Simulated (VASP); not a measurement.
Band structure of SiRh (space group Pnma). These are LDA (Ceperley-Alder, Perdew-Zunger), VASP's LDA PAW potentials (set 64) (plane waves; VASP) values and carry that method's errors.

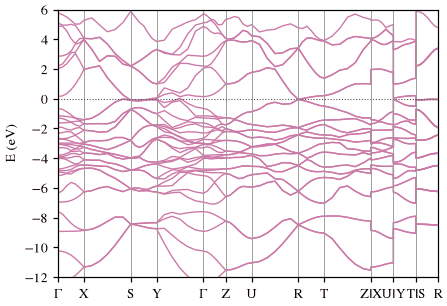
Figure. Bands along high-symmetry lines, zero at the valence-band maximum or, without a gap, the Fermi level

Question: Read the plot: is there a gap, and where are the band edges?

Answer: It has no gap at this level: it comes out as a metal or semimetal. (Edges off the drawn lines would not show.)

The structure comes from a computed database's SiRh entry (Pnma); how it stands against other phases isn't given here. It was relaxed first.
